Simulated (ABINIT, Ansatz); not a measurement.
# WS2 (P-3m1): zone-centre phonons, part 3 of 3

Aim: the zone-centre modes of WS2 (P-3m1).

ABINIT 10.8.3; DFT LDA, scalar-relativistic, plane waves, PseudoDojo norm-conserving pseudopotentials.

So far. Step 4 (Relaxing the cell and atoms): The volume changes by -0.9 % in this run and stands -3.5 % from the first cell. Step 6 (Zone-centre response): The acoustic modes at Γ come out as far as 2.7 cm⁻¹ from zero, where they should vanish, a small numerical error.

## (7) Zone-centre analysis

anaddb reads the merged derivatives and imposes the acoustic sum rule.

The input, anaddb.abi:

```
ddb_filepath "gamma_DDB"
output_file "anaddb.abo"
outdata_prefix "anaddb"
asr 1
chneut 1
enunit 2
eivec 1
nph1l 1
qph1l 0.0 0.0 0.0 1.0
```

The input, mrgddb.in:

```
gamma_DDB
merged
2
dfpt_gammao_DDB
gso_DDB
```

Command:

```console
> mrgddb < mrgddb.in > mrgddb.log
> OMP_NUM_THREADS=1 anaddb anaddb.abi > anaddb.log
```

anaddb.abo, the main output file:

```text
-outvars_anaddb: echo values of input variables ----------------------

 Miscellaneous information :
      enunit         2
       eivec         1
         asr         1
 First list of wavevector (reduced coord.) :
       nph1l         1
       qph1l
                     0.00000000E+00  0.00000000E+00  0.00000000E+00    1.000E+00

================================================================================

 read the DDB information and perform some checks

  ==== Info on the Cryst% object ====
 Real(R)+Recip(G) space primitive vectors, cartesian coordinates (Bohr,Bohr^-1):
 R(1)=  5.8844181  0.0000000  0.0000000  G(1)=  0.1699403  0.0981151  0.0000000
 R(2)= -2.9422090  5.0960555  0.0000000  G(2)=  0.0000000  0.1962302  0.0000000
 R(3)=  0.0000000  0.0000000 30.0466454  G(3)=  0.0000000  0.0000000  0.0332816
 Unit cell volume ucvol=  9.0101841E+02 bohr^3
 Angles (23,13,12)=  9.00000000E+01  9.00000000E+01  1.20000000E+02 degrees
 Time-reversal symmetry is present
 Reduced atomic positions [iatom, xred, symbol]:
    1)    0.0000000  0.0000000  0.5000000   W
    2)    0.3333333  0.6666667  0.6000208   S
    3)    0.6666667  0.3333333  0.3999792   S

 DDB file with 3 blocks has been read.

================================================================================

 Treat the first list of vectors

  Phonon wavevector (reduced coordinates) :  0.00000  0.00000  0.00000
 Phonon energies in Hartree :
   0.000000E+00  0.000000E+00  0.000000E+00  1.060348E-03  1.060348E-03
   1.272082E-03  1.272082E-03  1.729462E-03  1.767216E-03
 Phonon energies in meV     :
-  0.000000E+00  0.000000E+00  0.000000E+00  2.885354E+01  2.885354E+01
-  3.461511E+01  3.461511E+01  4.706106E+01  4.808839E+01
 Phonon frequencies in cm-1    :
-  0.000000E+00  0.000000E+00  0.000000E+00  2.327195E+02  2.327195E+02
-  2.791897E+02  2.791897E+02  3.795730E+02  3.878590E+02
 Phonon frequencies in Thz     :
-  0.000000E+00  0.000000E+00  0.000000E+00  6.976755E+00  6.976755E+00
-  8.369895E+00  8.369895E+00  1.137931E+01  1.162772E+01
 Phonon energies in Kelvin  :
-  0.000000E+00  0.000000E+00  0.000000E+00  3.348314E+02  3.348314E+02
-  4.016916E+02  4.016916E+02  5.461209E+02  5.580426E+02

 Eigendisplacements
 (will be given, for each mode : in cartesian coordinates
   for each atom the real part of the displacement vector,
   then the imaginary part of the displacement vector - absolute values smaller than 1.0d-7 are set to zero)
  Mode number    1   Energy    0.000000E+00
 Attention : low frequency mode.
   (Could be unstable or acoustic mode)
-  1  0.00000000E+00  0.00000000E+00  1.48733867E-03
-     0.00000000E+00  0.00000000E+00  0.00000000E+00
-  2  0.00000000E+00  0.00000000E+00  1.48733867E-03
-     0.00000000E+00  0.00000000E+00  0.00000000E+00
-  3  0.00000000E+00  0.00000000E+00  1.48733867E-03
-     0.00000000E+00  0.00000000E+00  0.00000000E+00
  Mode number    2   Energy    0.000000E+00
 Attention : low frequency mode.
   (Could be unstable or acoustic mode)
-  1  0.00000000E+00  1.48733867E-03  0.00000000E+00
-     0.00000000E+00  0.00000000E+00  0.00000000E+00
-  2  0.00000000E+00  1.48733868E-03  0.00000000E+00
-     0.00000000E+00  0.00000000E+00  0.00000000E+00
-  3  0.00000000E+00  1.48733868E-03  0.00000000E+00
-     0.00000000E+00  0.00000000E+00  0.00000000E+00
  Mode number    3   Energy    0.000000E+00
 Attention : low frequency mode.
   (Could be unstable or acoustic mode)
-  1  1.48733867E-03  0.00000000E+00  0.00000000E+00
-     0.00000000E+00  0.00000000E+00  0.00000000E+00
-  2  1.48733868E-03  0.00000000E+00  0.00000000E+00
-     0.00000000E+00  0.00000000E+00  0.00000000E+00
-  3  1.48733868E-03  0.00000000E+00  0.00000000E+00
-     0.00000000E+00  0.00000000E+00  0.00000000E+00
  Mode number    4   Energy    1.060348E-03
-  1  0.00000000E+00 -8.78446763E-04  0.00000000E+00
-     0.00000000E+00  0.00000000E+00  0.00000000E+00
-  2  0.00000000E+00  2.51828161E-03  0.00000000E+00
-     0.00000000E+00  0.00000000E+00  0.00000000E+00
-  3  0.00000000E+00  2.51828161E-03  0.00000000E+00
-     0.00000000E+00  0.00000000E+00  0.00000000E+00
  Mode number    5   Energy    1.060348E-03
-  1  8.78446763E-04  0.00000000E+00  0.00000000E+00
-     0.00000000E+00  0.00000000E+00  0.00000000E+00
-  2 -2.51828161E-03  0.00000000E+00  0.00000000E+00
-     0.00000000E+00  0.00000000E+00  0.00000000E+00
-  3 -2.51828161E-03  0.00000000E+00  0.00000000E+00
-     0.00000000E+00  0.00000000E+00  0.00000000E+00
  Mode number    6   Energy    1.272082E-03
-  1  0.00000000E+00  0.00000000E+00  0.00000000E+00
-     0.00000000E+00  0.00000000E+00  0.00000000E+00
-  2  0.00000000E+00 -2.92470830E-03  0.00000000E+00
-     0.00000000E+00  0.00000000E+00  0.00000000E+00
-  3  0.00000000E+00  2.92470830E-03  0.00000000E+00
-     0.00000000E+00  0.00000000E+00  0.00000000E+00
  Mode number    7   Energy    1.272082E-03
-  1  0.00000000E+00  0.00000000E+00  0.00000000E+00
-     0.00000000E+00  0.00000000E+00  0.00000000E+00
-  2  2.92470830E-03  0.00000000E+00  0.00000000E+00
-     0.00000000E+00  0.00000000E+00  0.00000000E+00
-  3 -2.92470830E-03  0.00000000E+00  0.00000000E+00
-     0.00000000E+00  0.00000000E+00  0.00000000E+00
  Mode number    8   Energy    1.729462E-03
;  1  0.00000000E+00  0.00000000E+00  0.00000000E+00
;     0.00000000E+00  0.00000000E+00  0.00000000E+00
;  2  0.00000000E+00  0.00000000E+00  2.92470830E-03
;     0.00000000E+00  0.00000000E+00  0.00000000E+00
;  3  0.00000000E+00  0.00000000E+00 -2.92470830E-03
;     0.00000000E+00  0.00000000E+00  0.00000000E+00
  Mode number    9   Energy    1.767216E-03
;  1  0.00000000E+00  0.00000000E+00  8.78446759E-04
;     0.00000000E+00  0.00000000E+00  0.00000000E+00
;  2  0.00000000E+00  0.00000000E+00 -2.51828162E-03
;     0.00000000E+00  0.00000000E+00  0.00000000E+00
;  3  0.00000000E+00  0.00000000E+00 -2.51828162E-03
;     0.00000000E+00  0.00000000E+00  0.00000000E+00

 Analysis of degeneracies and characters (maximum tolerance=1.00E-06 a.u.)
 For each vibration mode, or group of modes if degenerate,
 the characters are given for each symmetry operation (see the list in the log file).
 Symmetry characters of vibration mode #   1
       degenerate with vibration modes #   2 to    3
  3.0 -3.0  1.0 -1.0  0.0 -0.0  1.0 -1.0  0.0 -0.0  1.0 -1.0
 Symmetry characters of vibration mode #   4
        degenerate with vibration mode #   5
  2.0 -2.0  0.0 -0.0 -1.0  1.0  0.0 -0.0 -1.0  1.0 -0.0  0.0
 Symmetry characters of vibration mode #   6
        degenerate with vibration mode #   7
  2.0  2.0 -0.0 -0.0 -1.0 -1.0  0.0  0.0 -1.0 -1.0 -0.0 -0.0
 Symmetry characters of vibration mode #   8
  1.0  1.0  1.0  1.0  1.0  1.0  1.0  1.0  1.0  1.0  1.0  1.0
 Symmetry characters of vibration mode #   9
  1.0 -1.0  1.0 -1.0  1.0 -1.0  1.0 -1.0  1.0 -1.0  1.0 -1.0
-
```

Wall time 0.51 s (1 thread of Arm Neoverse V2, shared host).

Read from the output:

```yaml
highest_optical_zone_centre_mode_no_lo_to_term: 387.9 cm⁻¹
```

No LO-TO term; unit eigenvectors of the mass-weighted matrix, from anaddb's displacements. The modes at Γ (shares of kinetic energy by element, %):

| mode | frequency (cm⁻¹) | W % | S % |
| --- | --- | --- | --- |
| 1 | 0.0 | 74 | 26 |
| 2 | 0.0 | 74 | 26 |
| 3 | 0.0 | 74 | 26 |
| 4 | 232.7 | 26 | 74 |
| 5 | 232.7 | 26 | 74 |
| 6 | 279.2 | 0 | 100 |
| 7 | 279.2 | 0 | 100 |
| 8 | 379.6 | 0 | 100 |
| 9 | 387.9 | 26 | 74 |

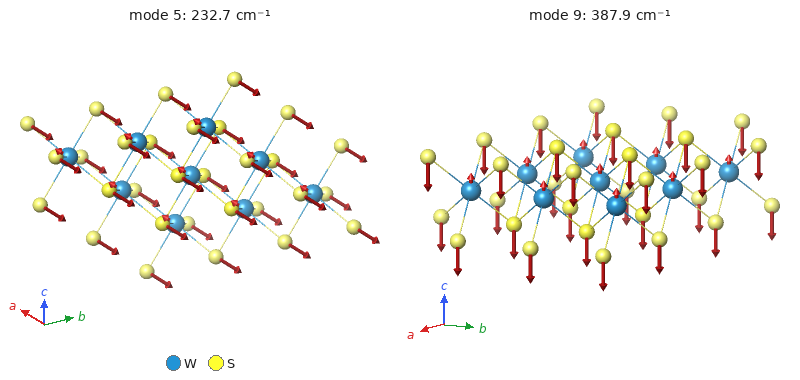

Displacement patterns of modes 5 and 9 at Γ; arrows are exaggerated. 2×2×1 cells are drawn. Some periodic images of atoms are drawn too.

The rule moves no optical mode by more than 0.1 cm⁻¹.

## (8) Sum rules set otherwise (asr 0)

Without the rule the raw error of the acoustic modes shows.

Changes to anaddb.abi since step 7:

```diff
@@ -3,4 +3,4 @@
 outdata_prefix "anaddb"
-asr 1
-chneut 1
+asr 0
+chneut 0
 enunit 2
```

mrgddb.in is that of step 7.

anaddb.abo, the main output file:

```text
-outvars_anaddb: echo values of input variables ----------------------

 Miscellaneous information :
      enunit         2
       eivec         1
      chneut         0
 First list of wavevector (reduced coord.) :
       nph1l         1
       qph1l
                     0.00000000E+00  0.00000000E+00  0.00000000E+00    1.000E+00

================================================================================

 read the DDB information and perform some checks

  ==== Info on the Cryst% object ====
 Real(R)+Recip(G) space primitive vectors, cartesian coordinates (Bohr,Bohr^-1):
 R(1)=  5.8844181  0.0000000  0.0000000  G(1)=  0.1699403  0.0981151  0.0000000
 R(2)= -2.9422090  5.0960555  0.0000000  G(2)=  0.0000000  0.1962302  0.0000000
 R(3)=  0.0000000  0.0000000 30.0466454  G(3)=  0.0000000  0.0000000  0.0332816
 Unit cell volume ucvol=  9.0101841E+02 bohr^3
 Angles (23,13,12)=  9.00000000E+01  9.00000000E+01  1.20000000E+02 degrees
 Time-reversal symmetry is present
 Reduced atomic positions [iatom, xred, symbol]:
    1)    0.0000000  0.0000000  0.5000000   W
    2)    0.3333333  0.6666667  0.6000208   S
    3)    0.6666667  0.3333333  0.3999792   S

 DDB file with 3 blocks has been read.

================================================================================

 Treat the first list of vectors

  Phonon wavevector (reduced coordinates) :  0.00000  0.00000  0.00000
 Phonon energies in Hartree :
  -1.211742E-05  6.540954E-06  6.540955E-06  1.060409E-03  1.060409E-03
   1.272151E-03  1.272151E-03  1.729340E-03  1.767123E-03
 Phonon energies in meV     :
- -3.297318E-01  1.779884E-01  1.779884E-01  2.885521E+01  2.885521E+01
-  3.461699E+01  3.461699E+01  4.705773E+01  4.808588E+01
 Phonon frequencies in cm-1    :
- -2.659466E+00  1.435574E+00  1.435574E+00  2.327329E+02  2.327329E+02
-  2.792049E+02  2.792049E+02  3.795462E+02  3.878388E+02
 Phonon frequencies in Thz     :
- -7.972878E-02  4.303741E-02  4.303742E-02  6.977158E+00  6.977158E+00
-  8.370352E+00  8.370352E+00  1.137851E+01  1.162711E+01
 Phonon energies in Kelvin  :
- -3.826378E+00  2.065470E+00  2.065470E+00  3.348508E+02  3.348508E+02
-  4.017135E+02  4.017135E+02  5.460823E+02  5.580135E+02

 Eigendisplacements
 (will be given, for each mode : in cartesian coordinates
   for each atom the real part of the displacement vector,
   then the imaginary part of the displacement vector - absolute values smaller than 1.0d-7 are set to zero)
  Mode number    1   Energy   -1.211742E-05
 Attention : low frequency mode.
   (Could be unstable or acoustic mode)
;  1  0.00000000E+00  0.00000000E+00  1.48729285E-03
;     0.00000000E+00  0.00000000E+00  0.00000000E+00
;  2  0.00000000E+00  0.00000000E+00  1.48747002E-03
;     0.00000000E+00  0.00000000E+00  0.00000000E+00
;  3  0.00000000E+00  0.00000000E+00  1.48747002E-03
;     0.00000000E+00  0.00000000E+00  0.00000000E+00
  Mode number    2   Energy    6.540954E-06
 Attention : low frequency mode.
   (Could be unstable or acoustic mode)
-  1  0.00000000E+00 -1.48740037E-03  0.00000000E+00
-     0.00000000E+00  0.00000000E+00  0.00000000E+00
-  2  0.00000000E+00 -1.48716180E-03  0.00000000E+00
-     0.00000000E+00  0.00000000E+00  0.00000000E+00
-  3  0.00000000E+00 -1.48716180E-03  0.00000000E+00
-     0.00000000E+00  0.00000000E+00  0.00000000E+00
  Mode number    3   Energy    6.540955E-06
 Attention : low frequency mode.
   (Could be unstable or acoustic mode)
-  1  1.48740037E-03  0.00000000E+00  0.00000000E+00
-     0.00000000E+00  0.00000000E+00  0.00000000E+00
-  2  1.48716180E-03  0.00000000E+00  0.00000000E+00
-     0.00000000E+00  0.00000000E+00  0.00000000E+00
-  3  1.48716180E-03  0.00000000E+00  0.00000000E+00
-     0.00000000E+00  0.00000000E+00  0.00000000E+00
  Mode number    4   Energy    1.060409E-03
-  1  0.00000000E+00  8.78342293E-04  0.00000000E+00
-     0.00000000E+00  0.00000000E+00  0.00000000E+00
-  2  0.00000000E+00 -2.51838607E-03  0.00000000E+00
-     0.00000000E+00  0.00000000E+00  0.00000000E+00
-  3  0.00000000E+00 -2.51838607E-03  0.00000000E+00
-     0.00000000E+00  0.00000000E+00  0.00000000E+00
  Mode number    5   Energy    1.060409E-03
-  1  8.78342293E-04  0.00000000E+00  0.00000000E+00
-     0.00000000E+00  0.00000000E+00  0.00000000E+00
-  2 -2.51838607E-03  0.00000000E+00  0.00000000E+00
-     0.00000000E+00  0.00000000E+00  0.00000000E+00
-  3 -2.51838607E-03  0.00000000E+00  0.00000000E+00
-     0.00000000E+00  0.00000000E+00  0.00000000E+00
  Mode number    6   Energy    1.272151E-03
-  1  0.00000000E+00  0.00000000E+00  0.00000000E+00
-     0.00000000E+00  0.00000000E+00  0.00000000E+00
-  2  0.00000000E+00  2.92470830E-03  0.00000000E+00
-     0.00000000E+00  0.00000000E+00  0.00000000E+00
-  3  0.00000000E+00 -2.92470830E-03  0.00000000E+00
-     0.00000000E+00  0.00000000E+00  0.00000000E+00
  Mode number    7   Energy    1.272151E-03
-  1  0.00000000E+00  0.00000000E+00  0.00000000E+00
-     0.00000000E+00  0.00000000E+00  0.00000000E+00
-  2  2.92470830E-03  0.00000000E+00  0.00000000E+00
-     0.00000000E+00  0.00000000E+00  0.00000000E+00
-  3 -2.92470830E-03  0.00000000E+00  0.00000000E+00
-     0.00000000E+00  0.00000000E+00  0.00000000E+00
  Mode number    8   Energy    1.729340E-03
;  1  0.00000000E+00  0.00000000E+00  0.00000000E+00
;     0.00000000E+00  0.00000000E+00  0.00000000E+00
;  2  0.00000000E+00  0.00000000E+00  2.92470830E-03
;     0.00000000E+00  0.00000000E+00  0.00000000E+00
;  3  0.00000000E+00  0.00000000E+00 -2.92470830E-03
;     0.00000000E+00  0.00000000E+00  0.00000000E+00
  Mode number    9   Energy    1.767123E-03
;  1  0.00000000E+00  0.00000000E+00  8.78524338E-04
;     0.00000000E+00  0.00000000E+00  0.00000000E+00
;  2  0.00000000E+00  0.00000000E+00 -2.51820403E-03
;     0.00000000E+00  0.00000000E+00  0.00000000E+00
;  3  0.00000000E+00  0.00000000E+00 -2.51820403E-03
;     0.00000000E+00  0.00000000E+00  0.00000000E+00

 Analysis of degeneracies and characters (maximum tolerance=1.00E-06 a.u.)
 For each vibration mode, or group of modes if degenerate,
 the characters are given for each symmetry operation (see the list in the log file).
 Symmetry characters of vibration mode #   1
  1.0 -1.0  1.0 -1.0  1.0 -1.0  1.0 -1.0  1.0 -1.0  1.0 -1.0
 Symmetry characters of vibration mode #   2
        degenerate with vibration mode #   3
  2.0 -2.0 -0.0  0.0 -1.0  1.0  0.0 -0.0 -1.0  1.0 -0.0  0.0
 Symmetry characters of vibration mode #   4
        degenerate with vibration mode #   5
  2.0 -2.0  0.0 -0.0 -1.0  1.0 -0.0  0.0 -1.0  1.0 -0.0  0.0
 Symmetry characters of vibration mode #   6
        degenerate with vibration mode #   7
  2.0  2.0 -0.0 -0.0 -1.0 -1.0  0.0  0.0 -1.0 -1.0  0.0  0.0
 Symmetry characters of vibration mode #   8
  1.0  1.0  1.0  1.0  1.0  1.0  1.0  1.0  1.0  1.0  1.0  1.0
 Symmetry characters of vibration mode #   9
  1.0 -1.0  1.0 -1.0  1.0 -1.0  1.0 -1.0  1.0 -1.0  1.0 -1.0
-
```

Run time: 0.5 s. Hardware: 1 thread.

This step gave:

```yaml
highest_optical_zone_centre_mode_no_lo_to_term: 387.8 cm⁻¹
```

Zone-centre frequencies as printed; negative means imaginary. Modes:

| mode | frequency (cm⁻¹) |
| --- | --- |
| 1 | -2.66 |
| 2 | 1.44 |
| 3 | 1.44 |
| 4 | 232.7 |
| 5 | 232.7 |
| 6 | 279.2 |
| 7 | 279.2 |
| 8 | 379.6 |
| 9 | 387.8 |

## (9) Outcome

```json
{"space group after relaxation": "P-3m1", "area per atom": "2.80 Å²", "highest optical zone-centre mode (no LO-TO term)": "387.9 cm⁻¹", "lowest optical zone-centre mode": "232.7 cm⁻¹", "imaginary optical modes at the zone centre (no q mesh in this session)": "none"}
```

At the LDA level the optical modes of WS2 (P-3m1) at the zone centre run from 233 to 388 cm⁻¹. These are harmonic frequencies at zero temperature: anharmonic shifts and linewidths and thermal expansion are left out. Spin-orbit coupling is left out, which can matter for the heavy elements here. The sheet is repeated along c with vacuum between and no cut of the Coulomb interaction; dielectric tensors refer to the cell with its vacuum, no LO-TO term enters the bands, and the bending branch near Γ is rough. In a metal the frequencies hang on the k mesh and the smearing, most of all near Kohn anomalies. A run on a mesh of wavevectors was begun and cut off at its time limit; it is not shown, and nothing is said of wavevectors that it left out. A run in a second program is left out, since it treats the direction across the vacuum otherwise. The sheet was typed on a prototype.

[Host names and launcher messages were left out of these logs when they were recorded.]

[Logs are printed without paths, hosts, clocks, repeated set-up lines and the standing remarks that a program may print on its own settings, such as how far it seeks lower states.]

[Hosts, paths, dates, database ids (printed as entryN), source tags and the programs' standing remarks are cut or masked in the printed files.]
